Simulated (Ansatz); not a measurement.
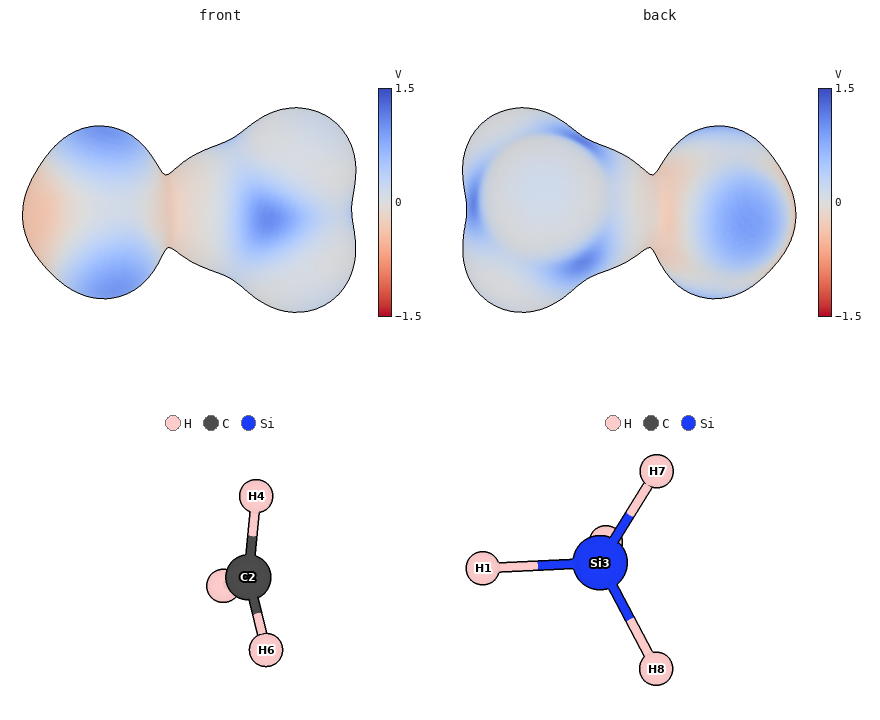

Figure 1: SiH4···CH3 (doublet). The molecular electrostatic potential painted on the density surface at 0.002 e/bohr³, seen from the front and from behind; red is negative and blue positive. The bare structure is drawn below in the same view.

The product side of a reaction path; geometry: PBE0-D4/def2-TZVP.

These are results of UKS PBE0-D4/def2-TZVPP (Ansatz 0.2.0), not measurements.

| atom | x (Å) | y (Å) | z (Å) |
| --- | --- | --- | --- |
| H | 0.2088 | 0.0877 | -0.4350 |
| C | -1.0376 | -0.4839 | 2.1926 |
| Si | 0.8287 | 0.3864 | -1.7511 |
| H | -1.0225 | 0.5701 | 2.4284 |
| H | -1.8921 | -0.9127 | 1.6900 |
| H | -0.1955 | -1.1078 | 2.4538 |
| H | 1.3731 | 1.7682 | -1.7436 |
| H | 1.9303 | -0.5746 | -2.0130 |
| H | -0.1932 | 0.2665 | -2.8222 |

Where is the surface potential most negative and most positive?

Answer. The most negative region (about −0.4 V, or −9 kcal/mol for a unit charge) lies over the π face of C2, the most positive (about +1.0 V, or +23 kcal/mol for a unit charge) over Si3.
